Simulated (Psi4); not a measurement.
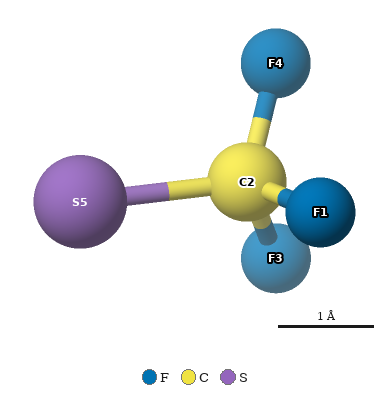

Figure 1. The structure as given in the input (ball-and-stick view, seen at a tilt; atoms are numbered from 1 in the order of the input). Bond lengths as drawn: C–F 1.33 Å and C–S 1.80 Å.

# Single-point calculation, with input and output: CF3S

- system: CF3S, multiplicity 2
- method: MP2/6-311+G**, UHF (Psi4 1.11)

The geometry comes from this level: PBE0-D4/def2-TZVP.

### The input (cf3s.py)
```python
import psi4

psi4.set_memory(1600000000)
psi4.set_num_threads(1)
psi4.set_output_file('psi4.out', False)

molecule = psi4.geometry("""
0 2
F      0.248000     0.105000     1.332100
C      0.016900    -0.077100     0.034200
F     -1.219000    -0.558300    -0.109200
F      0.877600    -0.998800    -0.391000
S      0.126400     1.455500    -0.907500
units angstrom
symmetry c1
""")

psi4.set_options({
    'basis': '6-311+G**',
    'reference': 'uhf',
    'scf_type': 'df',
    'num_frozen_docc': 9,
    'guess': 'sadno',
})

e_tot, wfn = psi4.energy("mp2", molecule=molecule, return_wfn=True)
print('E =', round(e_tot, 9))
```

Run on 1 thread of INTEL XEON PLATINUM @ 2.30GHz (Emerald Rapids), 24 GiB of memory available, shared host.

Launch command:
```bash
python cf3s.py
```

### The program's output
```
Psi4 1.11 release

   => Loading Basis Set <=

    Name: 6-311+G**
    Role: ORBITAL
    Keyword: BASIS

         ---------------------------------------------------------
                                   SCF
                              UHF Reference
                        1 Threads,   1525 MiB Core
         ---------------------------------------------------------

  ==> Geometry <==

    Molecular point group: c1
    Full point group: C1

    Geometry (in Angstrom), charge = 0, multiplicity = 2:

       Center              X                  Y                   Z               Mass
    ------------   -----------------  -----------------  -----------------  -----------------
         F            0.223540403536    -0.073499096375     1.458868621634    18.998403162730
         C           -0.007559596464    -0.255599096375     0.160968621634    12.000000000000
         F           -1.243459596464    -0.736799096375     0.017568621634    18.998403162730
         F            0.853140403536    -1.177299096375    -0.264231378366    18.998403162730
         S            0.101940403536     1.277000903625    -0.780731378366    31.972071174400

  Running in c1 symmetry.

  Rotational constants: A =      0.19153  B =      0.11146  C =      0.11078 [cm^-1]
  Rotational constants: A =   5741.86261  B =   3341.39065  C =   3320.95208 [MHz]
  Nuclear repulsion =  240.340356560442814

  Charge       = 0
  Multiplicity = 2
  Electrons    = 49
  Nalpha       = 25
  Nbeta        = 24

  ==> Algorithm <==

  SCF Algorithm Type is DF.
  DIIS enabled.
  MOM disabled.
  Fractional occupation disabled.
  Guess Type is SADNO.
  Energy threshold   = 1.00e-08
  Density threshold  = 1.00e-08
  Integral threshold = 1.00e-12

  ==> Primary Basis <==

  Basis Set: 6-311+G**
    Blend: 6-311+G**
    Number of shells: 54
    Number of basis functions: 118
    Number of Cartesian functions: 123
    Spherical Harmonics?: true
    Max angular momentum: 2

   => Loading Basis Set <=

    Name: (6-311+G** AUX)
    Role: JKFIT
    Keyword: DF_BASIS_SCF

  ==> Integral Setup <==

  DFHelper Memory: AOs need 0.061 GiB; user supplied 1.118 GiB.
  SCF_SUBTYPE=INCORE selected. In-core MEM_DF algorithm will be used.
  Using in-core AOs.

  ==> MemDFJK: Density-Fitted J/K Matrices <==

    J tasked:                   Yes
    K tasked:                   Yes
    wK tasked:                   No
    Memory [MiB]:              1144
    Algorithm:                 Core
    Schwarz Cutoff:           1E-12
    Mask sparsity (%):       4.1511
    Fitting Condition:        1E-10

   => Auxiliary Basis Set <=

  Basis Set: (6-311+G** AUX)
    Blend: HEAVY-AUG-CC-PVTZ-JKFIT
    Number of shells: 162
    Number of basis functions: 562
    Number of Cartesian functions: 704
    Spherical Harmonics?: true
    Max angular momentum: 4

  Minimum eigenvalue in the overlap matrix is 4.1198394674E-04.
  Reciprocal condition number of the overlap matrix is 5.2654228596E-05.
    Using symmetric orthogonalization.

  ==> Pre-Iterations <==

   -------------------------------------------------------
    Irrep   Nso     Nmo     Nalpha   Nbeta   Ndocc  Nsocc
   -------------------------------------------------------
     A        118     118      25      24      24       1
   -------------------------------------------------------
    Total     118     118      25      24      24       1
   -------------------------------------------------------

  ==> Iterations <==

                           Total Energy        Delta E     RMS |[F,P]|

   @DF-UHF iter   1:  -732.22144613562546   -7.32221e+02   1.94074e-02 DIIS/ADIIS
   @DF-UHF iter   2:  -733.31770033471423   -1.09625e+00   8.64704e-03 DIIS/ADIIS
   @DF-UHF iter   3:  -733.70102504637612   -3.83325e-01   2.58548e-03 DIIS/ADIIS
   @DF-UHF iter   4:  -733.75929213645679   -5.82671e-02   7.41346e-04 DIIS/ADIIS
   @DF-UHF iter   5:  -733.77442936623993   -1.51372e-02   4.70975e-04 DIIS/ADIIS
   @DF-UHF iter   6:  -733.78298380857791   -8.55444e-03   3.01544e-04 DIIS/ADIIS
   @DF-UHF iter   7:  -733.78770804876171   -4.72424e-03   1.57307e-04 DIIS/ADIIS
   @DF-UHF iter   8:  -733.78897024825335   -1.26220e-03   6.19761e-05 DIIS
   @DF-UHF iter   9:  -733.78915103011718   -1.80782e-04   1.91517e-05 DIIS
   @DF-UHF iter  10:  -733.78916477276266   -1.37426e-05   6.01332e-06 DIIS
   @DF-UHF iter  11:  -733.78916571210539   -9.39343e-07   2.19212e-06 DIIS
   @DF-UHF iter  12:  -733.78916581781777   -1.05712e-07   9.83175e-07 DIIS
   @DF-UHF iter  13:  -733.78916583630121   -1.84834e-08   4.46199e-07 DIIS
   @DF-UHF iter  14:  -733.78916584206274   -5.76154e-09   2.30442e-07 DIIS
   @DF-UHF iter  15:  -733.78916584391834   -1.85560e-09   1.00383e-07 DIIS
   @DF-UHF iter  16:  -733.78916584430033   -3.81988e-10   4.37929e-08 DIIS
   @DF-UHF iter  17:  -733.78916584437889   -7.85576e-11   1.76078e-08 DIIS
   @DF-UHF iter  18:  -733.78916584439469   -1.58025e-11   9.61391e-09 DIIS
  Energy and wave function converged.

  ==> Post-Iterations <==

   @Spin Contamination Metric:   9.094596456E-03
   @S^2 Expected:                7.500000000E-01
   @S^2 Observed:                7.590945965E-01
   @S   Expected:                5.000000000E-01
   @S   Observed:                5.000000000E-01

    Orbital Energies [Eh]
    ---------------------

    Alpha Occupied:

       1A    -92.029928     2A    -26.368357     3A    -26.363263
       4A    -26.363239     5A    -11.555813     6A     -9.032039
       7A     -6.728733     8A     -6.710211     9A     -6.707432
      10A     -1.763970    11A     -1.667018    12A     -1.661514
      13A     -1.094004    14A     -0.954010    15A     -0.855587
      16A     -0.851760    17A     -0.797451    18A     -0.738837
      19A     -0.733853    20A     -0.690545    21A     -0.687223
      22A     -0.671189    23A     -0.556494    24A     -0.503008
      25A     -0.439324

    Alpha Virtual:

      26A      0.069022    27A      0.085845    28A      0.091091
      29A      0.097666    30A      0.120735    31A      0.125895
      32A      0.129286    33A      0.184271    34A      0.195084
      35A      0.291101    36A      0.294733    37A      0.337580
      38A      0.347452    39A      0.352878    40A      0.367831
      41A      0.369532    42A      0.392565    43A      0.400318
      44A      0.408422    45A      0.414730    46A      0.458234
      47A      0.464782    48A      0.477983    49A      0.480492
      50A      0.509703    51A      0.511091    52A      0.534373
      53A      0.722027    54A      0.741547    55A      0.743035
      56A      0.856300    57A      0.978568    58A      0.980921
      59A      1.086403    60A      1.112786    61A      1.127323
      62A      1.215901    63A      1.421148    64A      1.424855
      65A      1.500076    66A      1.515029    67A      1.611443
      68A      1.665460    69A      1.685356    70A      1.690062
      71A      1.695217    72A      1.713957    73A      1.714153
      74A      1.918001    75A      1.964304    76A      1.986535
      77A      2.072847    78A      2.077895    79A      2.160958
      80A      2.170727    81A      2.185662    82A      2.400446
      83A      3.220866    84A      3.263794    85A      3.264406
      86A      4.118490    87A      4.148380    88A      4.150984
      89A      4.152781    90A      4.175909    91A      4.179311
      92A      4.179846    93A      4.287382    94A      4.290111
      95A      4.557093    96A      4.618834    97A      4.627494
      98A      4.798990    99A      5.354896   100A      5.359804
     101A      6.854314   102A      6.860510   103A      6.937139
     104A      6.940500   105A      6.944769   106A      6.971518
     107A      7.004057   108A      7.357994   109A      7.364623
     110A      8.312185   111A     18.314246   112A     18.339627
     113A     18.451973   114A     24.548757   115A     68.691972
     116A     68.697110   117A     68.753743   118A    192.132857

    Beta Occupied:

       1A    -92.019838     2A    -26.366994     3A    -26.363088
       4A    -26.363064     5A    -11.557150     6A     -9.022023
       7A     -6.704990     8A     -6.701991     9A     -6.686076
      10A     -1.762688    11A     -1.664234    12A     -1.661057
      13A     -1.049289    14A     -0.926880    15A     -0.851848
      16A     -0.851621    17A     -0.766180    18A     -0.733417
      19A     -0.732216    20A     -0.688023    21A     -0.686674
      22A     -0.670217    23A     -0.542255    24A     -0.413863

    Beta Virtual:

      25A     -0.031982    26A      0.071872    27A      0.087037
      28A      0.098367    29A      0.104785    30A      0.126130
      31A      0.128105    32A      0.129367    33A      0.192944
      34A      0.202108    35A      0.294972    36A      0.296576
      37A      0.348447    38A      0.351498    39A      0.358363
      40A      0.371296    41A      0.374704    42A      0.400749
      43A      0.411272    44A      0.415254    45A      0.421994
      46A      0.462774    47A      0.480121    48A      0.483913
      49A      0.491970    50A      0.515216    51A      0.517552
      52A      0.534844    53A      0.743701    54A      0.746704
      55A      0.759017    56A      0.860730    57A      1.054838
      58A      1.060005    59A      1.120331    60A      1.133637
      61A      1.136193    62A      1.228659    63A      1.426805
      64A      1.432478    65A      1.504841    66A      1.515857
      67A      1.611941    68A      1.665818    69A      1.687179
      70A      1.694979    71A      1.695638    72A      1.714371
      73A      1.715238    74A      1.973229    75A      1.981135
      76A      1.992917    77A      2.074289    78A      2.077631
      79A      2.165135    80A      2.172292    81A      2.185907
      82A      2.401646    83A      3.221422    84A      3.263439
      85A      3.264507    86A      4.119347    87A      4.149537
      88A      4.151492    89A      4.153403    90A      4.176808
      91A      4.180312    92A      4.180331    93A      4.289403
      94A      4.290597    95A      4.557990    96A      4.619630
      97A      4.628111    98A      4.799806    99A      5.356095
     100A      5.359945   101A      6.854894   102A      6.861761
     103A      6.937739   104A      6.941775   105A      6.944812
     106A      6.972238   107A      7.005119   108A      7.358237
     109A      7.365657   110A      8.327716   111A     18.344272
     112A     18.352020   113A     18.456333   114A     24.547696
     115A     68.692551   116A     68.697206   117A     68.754075
     118A    192.138506

    Final Occupation by Irrep:
              A
    DOCC [    24 ]
    SOCC [     1 ]
    NA   [    25 ]
    NB   [    24 ]

  @DF-UHF Final Energy:  -733.78916584439469

   => Energetics <=

    Nuclear Repulsion Energy =            240.3403565604428138
    One-Electron Energy =               -1495.9485688018755809
    Two-Electron Energy =                 521.8190463970380506
    Total Energy =                       -733.7891658443946881

  UHF NO Occupations:
  HONO-2 :   23  A 1.9997381
  HONO-1 :   24  A 1.9959404
  HONO-0 :   25  A 1.0000000
  LUNO+0 :   26  A 0.0040596
  LUNO+1 :   27  A 0.0002619
  LUNO+2 :   28  A 0.0001574
  LUNO+3 :   29  A 0.0000647

Computation Completed

Properties will be evaluated at   0.000000,   0.000000,   0.000000 [a0]

Properties computed using the SCF density matrix

 Multipole Moments:

 ------------------------------------------------------------------------------------
     Multipole            Electronic (a.u.)      Nuclear  (a.u.)        Total (a.u.)
 ------------------------------------------------------------------------------------

 L = 1.  Multiply by 2.5417464519 to convert [e a0] to [Debye]
 Dipole X            :         -0.0943649            0.1600216            0.0656567
 Dipole Y            :         -1.4682647            1.9087071            0.4404423
 Dipole Z            :          0.9060481           -1.1641422           -0.2580941
 Magnitude           :                                                    0.5146968

 ------------------------------------------------------------------------------------

	total time  =          1 seconds =       0.02 minutes

  //>>>>>>>>>>>>>>>>>>>>>>>>>>>>>>>>>>>//
  //               DFMP2               //
  //<<<<<<<<<<<<<<<<<<<<<<<<<<<<<<<<<<<//

   => Loading Basis Set <=

    Name: (6-311+G** AUX)
    Role: RIFIT
    Keyword: DF_BASIS_MP2

	 --------------------------------------------------------
	                          DF-MP2
	      2nd-Order Density-Fitted Moller-Plesset Theory
	              UMP2 Wavefunction,   1 Threads

	 --------------------------------------------------------

	 --------------------------------------------------------
	                 NBF =   118, NAUX =   571
	 --------------------------------------------------------
	   CLASS    FOCC     OCC    AOCC    AVIR     VIR    FVIR
	   ALPHA       9      25      16      93      93       0
	    BETA       9      24      15      94      94       0
	 --------------------------------------------------------

	-----------------------------------------------------------
	 ==================> DF-MP2 Energies <====================
	-----------------------------------------------------------
	 Reference Energy          =    -733.7891658443946881 [Eh]
	 Singles Energy            =      -0.0000000000000000 [Eh]
	 Same-Spin Energy          =      -0.2353344354961791 [Eh]
	 Opposite-Spin Energy      =      -0.6220113954248702 [Eh]
	 Correlation Energy        =      -0.8573458309210493 [Eh]
	 Total Energy              =    -734.6465116753157645 [Eh]
	-----------------------------------------------------------
	 ================> DF-SCS-MP2 Energies <==================
	-----------------------------------------------------------
	 SCS Same-Spin Scale       =       0.3333333333333333 [-]
	 SCS Opposite-Spin Scale   =       1.2000000000000000 [-]
	 SCS Same-Spin Energy      =      -0.0784448118320597 [Eh]
	 SCS Opposite-Spin Energy  =      -0.7464136745098442 [Eh]
	 SCS Correlation Energy    =      -0.8248584863419040 [Eh]
	 SCS Total Energy          =    -734.6140243307365836 [Eh]
	-----------------------------------------------------------

	total time  =          1 seconds =       0.02 minutes
```

### Key numbers

- outcome: converged
- total energy: −734.646512 hartree
- SCF energy: −733.789166 hartree
- MP2 energy: −734.646512 hartree
- correlation energy: −0.857346 hartree
- basis functions: 118
- ⟨S²⟩: 0.759
- wall time: 2.6 s
- peak memory: 0.26 GiB
